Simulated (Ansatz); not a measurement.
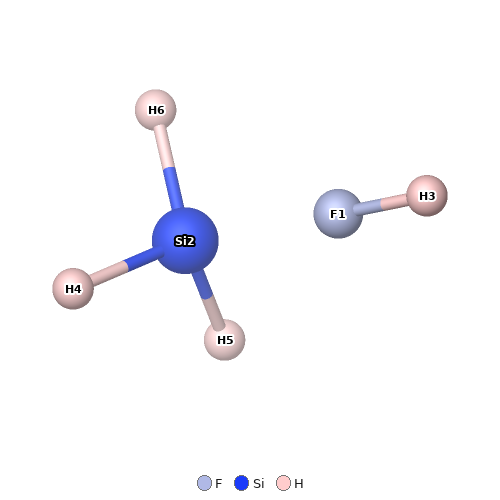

The system is the reacting system FH₄Si (fragments FH₃Si + H where the first distance is long, FH + H₃Si where the second is long), spin multiplicity 2; the picture shows the reference structure. 
- First axis: distance F1–H3 (bond that forms). Second axis: distance F1–Si2 (bond that breaks).
- Relaxed at each point: all other coordinates.
- Grid: 13 × 13 points.
- Points are written as (first, second).
- All energies are given in eV relative to the lowest grid point.
- Energies and slopes of some neighbouring points disagree (a jump in structure or state, or too coarse a mesh).
- Method: UKS r2SCAN-D4/def2-SVP (Ansatz).

Its coordinates:

```
atom    x (Å)    y (Å)    z (Å)
   F  -1.0308  -0.1871  -0.8471
  Si   0.4841   0.0940   0.3883
   H  -1.9153  -0.3669  -1.5441
   H   0.5703   1.5517   0.6721
   H   1.7115  -0.4061  -0.2871
   H   0.1802  -0.6856   1.6179
```

Range: distance F1–H3 (bond that forms) from 0.819 to 2.619 Å; distance F1–Si2 (bond that breaks) from 1.539 to 2.739 Å.

Predict the map.

The lowest grid point is at (2.619 Å, 1.593 Å). It lies in a valley that leaves the map towards separated partners. Other grid points that lie below all their neighbours: (2.252 Å, 2.494 Å) (2.70 eV higher). The energy also falls towards the edge at (0.900 Å, 2.739 Å) (0.36 eV above the lowest), where a further well may lie outside the range. The highest grid point, (0.819 Å, 1.539 Å), lies 4.09 eV above the lowest.

```
second ↓, first →  0.819  0.900  1.011  1.137  1.275  1.422  1.576  1.737  1.903  2.075  2.252  2.433  2.619
            2.739   0.78   0.36   0.48   1.05   1.68   2.25   2.67   2.91   3.05   3.16   3.25   3.34   3.50
            2.615   0.82   0.39   0.51   1.06   1.65   2.16   2.52   2.73   2.86   2.96   3.10   3.12   3.15
            2.494   0.88   0.44   0.56   1.08   1.62   2.06   2.35   2.51   2.62   2.72   2.70   2.72   2.74
            2.377   0.96   0.52   0.62   1.26   1.91   2.33   2.61   2.78   2.88   2.93   2.96   2.98   2.99
            2.262   1.07   0.62   0.71   1.41   1.82   2.11   2.29   2.39   2.43   2.45   2.47   2.48   2.49
            2.151   1.21   0.76   0.83   1.43   1.69   1.85   1.93   1.95   1.96   1.95   1.96   1.96   1.97
            2.044   1.40   0.93   1.04   1.45   1.54   1.57   1.54   1.50   1.47   1.45   1.44   1.44   1.45
            1.941   1.64   1.16   1.53   1.46   1.38   1.27   1.15   1.07   1.01   0.97   0.95   0.95   0.95
            1.843   1.96   1.47   1.49   1.48   1.23   1.00   0.81   0.68   0.60   0.55   0.53   0.52   0.52
            1.751   2.38   1.86   1.78   1.52   1.13   0.80   0.55   0.39   0.29   0.23   0.20   0.19   0.18
            1.667   2.89   2.34   2.21   1.64   1.13   0.72   0.43   0.25   0.13   0.06   0.03   0.01   0.00
            1.593   3.51   2.92   2.55   1.86   1.26   0.80   0.48   0.27   0.14   0.07   0.03   0.01   0.00
            1.539   4.09   3.39   2.90   2.13   1.48   0.98   0.64   0.42   0.29   0.21   0.16   0.14   0.13
```

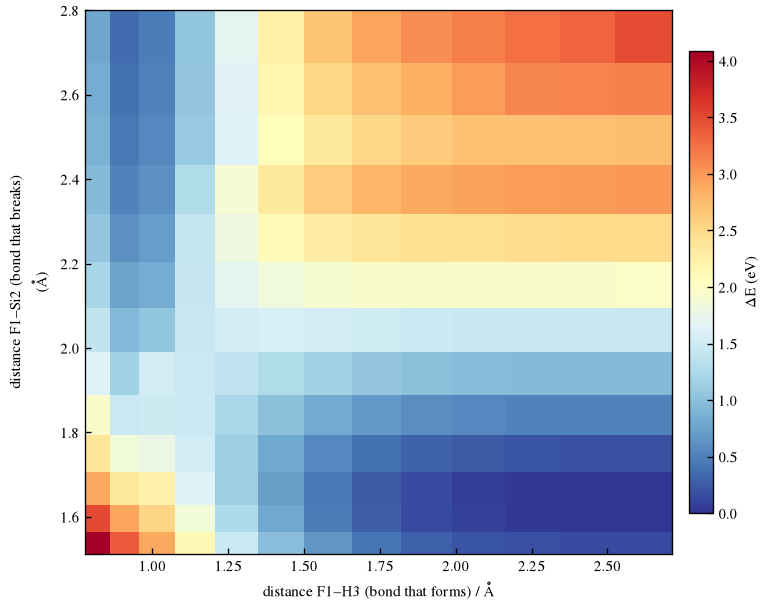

Drawn: one coloured cell a grid point.

The whole map (169 points run) took 21 min on 1 thread of Intel(R) Xeon(R) 6975P-C (Granite Rapids), on a shared host.
